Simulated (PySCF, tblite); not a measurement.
# C7H10O: dynamics, then NMR shifts on frames, part 2 of 2

tblite 0.8.0 and PySCF 2.14.0. Atoms count from 0. The steps go on from the part before.

## Step 6: Nuclear shieldings: 800 fs, PBE0/pcSseg-1

The job: settings as JSON, then the geometry in Å.

```
{"job": {"kind": "nmr", "xc": "PBE0", "basis": "pcSseg-1", "pop": false}, "charge": 0, "multiplicity": 1}
O     -0.222500    -1.182000     2.918100
C     -0.316400    -0.966300     1.750600
C     -0.878700    -1.678300     0.581200
C     -0.315800    -1.053700    -0.656800
C      1.260700    -1.093600    -0.677000
C      1.662600    -0.275000     0.526700
C      0.323700     0.269400     1.058200
C     -0.521900     0.407300    -0.220300
H     -1.984500    -1.609700     0.583700
H     -0.605300    -2.713600     0.590700
H     -0.861100    -1.361000    -1.554200
H      1.468500    -0.559100    -1.672900
H      1.845600    -1.985300    -0.642600
H      2.228600    -0.856600     1.291500
H      2.375400     0.464000     0.147100
H      0.364600     1.183300     1.678300
H     -0.116900     1.156400    -1.000000
H     -1.559600     0.662900    -0.038800
```

With the program's defaults for keys left out, this is: GIAO PBE0/pcSseg-1 NMR shielding, non-relativistic, gas phase.

The log of the run:

```text
coarse grid: 14888 points
cycle   1  E = -347.3284711091  dE =  1.357e+00  |g| = 7.715e-01  |ddm| = 3.812e+00
cycle   2  E = -347.0378174871  dE =  2.907e-01  |g| = 1.469e+00  |ddm| = 2.228e+00
cycle   3  E = -347.4444944744  dE = -4.067e-01  |g| = 1.861e-01  |ddm| = 1.661e+00
cycle   4  E = -347.4518584225  dE = -7.364e-03  |g| = 6.636e-02  |ddm| = 2.145e-01
cycle   5  E = -347.4528149941  dE = -9.566e-04  |g| = 1.109e-02  |ddm| = 6.951e-02
cycle   6  E = -347.4528379107  dE = -2.292e-05  |g| = 4.193e-03  |ddm| = 1.274e-02
cycle   7  E = -347.4528417765  dE = -3.866e-06  |g| = 7.936e-04  |ddm| = 4.616e-03
final grid: 143384 points
cycle   8  E = -347.5123839956  dE = -3.199e-05  |g| = 1.329e-02  |ddm| = 4.603e-02
cycle   9  E = -347.5122839985  dE =  1.000e-04  |g| = 2.637e-02  |ddm| = 3.199e-02
cycle  10  E = -347.5124198911  dE = -1.359e-04  |g| = 1.966e-03  |ddm| = 2.202e-02
cycle  11  E = -347.5124207102  dE = -8.191e-07  |g| = 2.641e-04  |ddm| = 1.712e-03
cycle  12  E = -347.5124207245  dE = -1.426e-08  |g| = 6.761e-05  |ddm| = 3.520e-04
cycle  13  E = -347.5124207253  dE = -8.283e-10  |g| = 2.728e-05  |ddm| = 8.067e-05
converged SCF energy = -347.5124207253

GIAO shielding tensors (ppm)
atom      isotropic    diamagn.    paramagn.     s11        s22        s33       span
  0 O     -281.871     395.185    -677.056   -852.523   -374.258    381.168   1233.690
  1 C      -30.636     253.601    -284.238   -110.574    -69.315     87.980    198.554
  2 C      144.256     251.569    -107.314    127.514    148.211    157.042     29.528
  3 C      143.665     248.456    -104.791    128.593    140.690    161.711     33.118
  4 C      153.490     246.928     -93.438    135.231    153.107    172.133     36.902
  5 C      159.737     247.856     -88.118    141.718    159.470    178.025     36.307
  6 C      127.801     248.760    -120.959    114.190    132.302    136.910     22.720
  7 C      139.051     245.821    -106.770    128.128    131.308    157.716     29.588
  8 H       29.199      28.408       0.791     24.771     26.421     36.406     11.636
  9 H       30.094      28.813       1.280     25.768     28.434     36.079     10.311
 10 H       28.930      31.370      -2.440     25.037     25.867     35.886     10.849
 11 H       28.747      28.865      -0.117     24.118     25.952     36.172     12.054
 12 H       29.869      29.718       0.151     25.051     27.988     36.568     11.518
 13 H       29.896      29.626       0.271     25.429     27.254     37.007     11.578
 14 H       29.295      29.641      -0.346     23.916     27.556     36.413     12.497
 15 H       28.896      31.360      -2.464     25.298     26.912     34.479      9.181
 16 H       28.809      29.624      -0.815     24.959     26.058     35.411     10.452
 17 H       29.998      31.563      -1.565     26.456     27.215     36.323      9.867
```

Wall time 26 s (1 thread of Arm Neoverse V1, shared host); peak memory 0.85 GiB.

This run: δ C1 217.6, C6 59.1, C7 47.9, C3 43.3, H11 2.97, H16 2.91 ppm.

## Step 7: Nuclear shieldings: 1000 fs, PBE0/pcSseg-1

The job: settings as JSON, then the geometry in Å.

```
{"job": {"kind": "nmr", "xc": "PBE0", "basis": "pcSseg-1", "pop": false}, "charge": 0, "multiplicity": 1}
O     -0.397000    -1.791000     2.716400
C     -0.250100    -1.466400     1.557900
C     -0.292200    -2.188700     0.271900
C      0.029500    -1.065100    -0.756200
C      1.496900    -0.796300    -0.485600
C      1.423800    -0.014300     0.874600
C     -0.025900     0.023700     1.115600
C     -0.650700     0.199700    -0.197600
H     -1.337100    -2.559200     0.041900
H      0.309200    -3.164100     0.173600
H     -0.194600    -1.286500    -1.751200
H      1.799400     0.048100    -1.134700
H      2.183700    -1.655000    -0.395400
H      1.992300    -0.427300     1.729500
H      1.787500     1.034700     0.754100
H     -0.277200     0.720600     1.963600
H     -0.117300     1.112400    -0.563400
H     -1.795200     0.127900    -0.275300
```

With the program's defaults for keys left out, this is: GIAO PBE0/pcSseg-1 NMR shielding, non-relativistic, gas phase.

The log of the run:

```text
coarse grid: 14888 points
cycle   1  E = -347.3069576536  dE =  1.398e+00  |g| = 7.885e-01  |ddm| = 3.801e+00
cycle   2  E = -346.9653747034  dE =  3.416e-01  |g| = 1.554e+00  |ddm| = 2.489e+00
cycle   3  E = -347.4294402103  dE = -4.641e-01  |g| = 2.010e-01  |ddm| = 1.890e+00
cycle   4  E = -347.4380226720  dE = -8.582e-03  |g| = 7.304e-02  |ddm| = 2.374e-01
cycle   5  E = -347.4391852270  dE = -1.163e-03  |g| = 1.135e-02  |ddm| = 7.641e-02
cycle   6  E = -347.4392091310  dE = -2.390e-05  |g| = 4.514e-03  |ddm| = 1.264e-02
cycle   7  E = -347.4392135692  dE = -4.438e-06  |g| = 9.644e-04  |ddm| = 4.975e-03
final grid: 143384 points
cycle   8  E = -347.4988607936  dE = -3.169e-05  |g| = 1.345e-02  |ddm| = 4.924e-02
cycle   9  E = -347.4987489524  dE =  1.118e-04  |g| = 2.757e-02  |ddm| = 3.354e-02
cycle  10  E = -347.4988973063  dE = -1.484e-04  |g| = 1.971e-03  |ddm| = 2.317e-02
cycle  11  E = -347.4988981408  dE = -8.345e-07  |g| = 2.569e-04  |ddm| = 1.743e-03
cycle  12  E = -347.4988981542  dE = -1.345e-08  |g| = 7.233e-05  |ddm| = 3.807e-04
cycle  13  E = -347.4988981552  dE = -9.577e-10  |g| = 2.987e-05  |ddm| = 9.290e-05
converged SCF energy = -347.4988981552

GIAO shielding tensors (ppm)
atom      isotropic    diamagn.    paramagn.     s11        s22        s33       span
  0 O     -299.329     395.090    -694.419   -861.903   -395.724    359.641   1221.545
  1 C      -37.257     253.163    -290.420   -124.335    -64.938     77.502    201.837
  2 C      143.081     253.447    -110.366    126.536    140.984    161.724     35.188
  3 C      147.075     246.719     -99.644    122.971    145.170    173.084     50.113
  4 C      155.780     249.580     -93.800    137.391    148.242    181.707     44.316
  5 C      156.430     251.959     -95.529    144.112    158.725    166.453     22.341
  6 C      123.928     246.688    -122.761     98.866    123.461    149.456     50.590
  7 C      145.675     242.234     -96.559    133.163    144.520    159.342     26.179
  8 H       28.452      28.130       0.321     23.932     25.782     35.641     11.709
  9 H       28.392      27.474       0.918     24.648     26.446     34.083      9.435
 10 H       30.088      32.432      -2.343     26.279     26.906     37.079     10.800
 11 H       28.961      29.451      -0.490     23.522     27.080     36.280     12.758
 12 H       29.670      29.779      -0.109     25.306     27.008     36.694     11.388
 13 H       29.762      30.650      -0.887     25.889     26.827     36.571     10.682
 14 H       29.469      30.558      -1.089     24.648     27.099     36.661     12.013
 15 H       28.542      31.259      -2.717     25.102     26.507     34.015      8.913
 16 H       29.637      28.981       0.656     25.225     27.814     35.872     10.647
 17 H       28.406      28.417      -0.012     24.330     25.265     35.622     11.292
```

Wall time 26 s (1 thread of Arm Neoverse V1, shared host); peak memory 0.85 GiB.

This run: δ C1 224.2, C6 63.0, C2 43.8, C7 41.2, H9 3.32, H17 3.31 ppm.

## Step 8: Run by run: NMR shifts

Shifts (ppm) of some atoms, chosen among heavy atoms and hydrogens apart, with basis size and wall time:

| frame | C1 | C3 | C6 | C7 | H10 | H15 | O0 | functions | time |
| --- | --- | --- | --- | --- | --- | --- | --- | --- | --- |
| 250 fs | 225.6 | 56.9 | 54.4 | 45.5 | 4.51 | 3.72 | 673.2 | 186 | 36 s |
| 425 fs | 210.2 | 47.2 | 50.7 | 30.6 | 2.71 | 0.49 | 588.3 | 186 | 27 s |
| 625 fs | 227.6 | 37.8 | 46.4 | 47.7 | 3.36 | 0.56 | 610.2 | 186 | 28 s |
| 800 fs | 217.6 | 43.3 | 59.1 | 47.9 | 2.79 | 2.82 | 618.0 | 186 | 26 s |
| 1000 fs | 224.2 | 39.8 | 63.0 | 41.2 | 1.63 | 3.18 | 635.4 | 186 | 26 s |

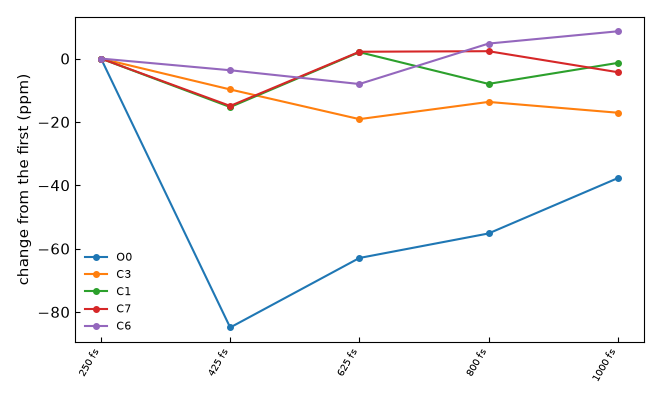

How five of the tabulated atoms move from run to run.

## Step 9: Summary of results

The summary covers parts 1 to 2.

| quantity | value |
| --- | --- |
| thermostat | 600 K |
| mean temperature, second half | 518 K |
| mean potential energy above the minimum | 1.19 eV |
| 13C shifts against TMS (PBE0/pcSseg-1, 250 fs) | 225.6, 56.9, 54.8, 54.4, 45.5, 36.2, 36.1 ppm |
| 1H shifts against TMS (PBE0/pcSseg-1, 250 fs) | 4.51, 4.15, 3.72, 3.70, 3.05, 1.57, 1.41, 1.28, 1.21, 0.90 ppm |
| 17O shifts against H2O (PBE0/pcSseg-1, 250 fs) | 673.2 ppm |
| surface potential, 1st and 99th percentile | -1.83 V and 0.96 V |
| range of the shift of O0 | 588.3 to 673.2 ppm |

In words: In the second half the potential energy averages 1.19 eV above the minimum; equipartition over 48 harmonic modes at 600 K would give 1.24 eV. With 18 atoms the temperature swings widely (309 to 702 K). Shifts at one fixed geometry are not the observed spectrum, which averages over the motion. In the first frame run (250 fs): The widest tensor belongs to O0: span 1288 ppm, with a paramagnetic part of -734 ppm. By nearest atom (PBE0/pcSseg-1), the HOMO sits on O0 62 %; C2, C6 about 10 % each and the LUMO on C1 40 %; O0 27 %. In ppm, O0 moves most: its shift spreads over 84.9 ppm, from 588.3 (425 fs) to 673.2 (250 fs).
